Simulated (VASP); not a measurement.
Band structure of TiCo (CsCl type). Level of theory: PW91 GGA, VASP's PBE PAW potentials (set 64) (plane waves; VASP).

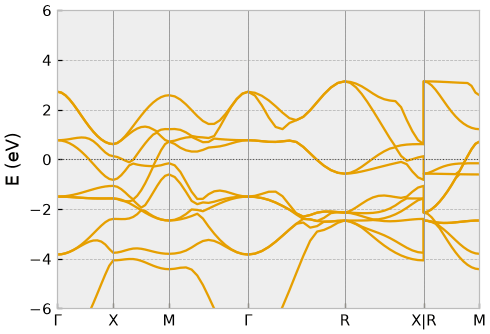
Bands along high-symmetry lines, zero at the valence-band maximum or, without a gap, the Fermi level

Read the plot: is there a gap, and where are the band edges?

It has no gap at this level: it comes out as a metal or semimetal. (Edges off the drawn lines would not show.)

The compound is TiCo in the CsCl type structure. It was relaxed first. The run is not spin-polarised, so no magnetic state was tried. The electron count is odd and the run is not spin-polarised, which forces a metal.
